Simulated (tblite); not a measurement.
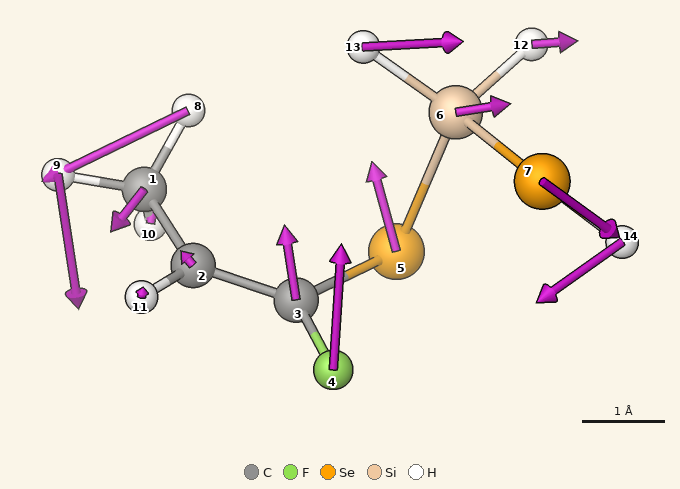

This is a relaxation of C$_{3}$H$_{7}$FSe$_{2}$Si. The starting structure is drawn; purple arrows show the displacements, at their true length. The two geometries are superimposed by the best rigid fit.

Style: ball-and-stick. Shown at a tilt.

Computed with GFN2-xTB geometry optimisation, gas phase (tblite 0.8.0). 

Question: Describe the change and its energy.

Answer: H8 moves most after the best rigid fit: 2.02 Å. By element the largest moves are H 2.02 Å, F 1.60 Å, Se 1.50 Å, C 0.96 Å, Si 0.71 Å. Among the contacts that change: Se7–H14 1.536 → 1.433 Å, C3–Se5 1.938 → 1.912 Å, C1–H10 1.111 → 1.090 Å, C2–C3 1.340 → 1.324 Å. Bond angles that change, for instance: Si6–Se7–H14 90.4° → 96.7°, Se5–Si6–H12 109.1° → 102.9°, C3–Se5–Si6 91.3° → 97.2°. Groups turn about Si6–Se7 by about 105°, C3–Se5 by about 70°, C1–C2 by about 60°. After 195 geometry steps the energy has fallen by 8.18 kcal/mol. Cost: 2.8 s on 1 thread of Intel(R) Xeon(R) Platinum 8175M CPU @ 2.50GHz (shared host).
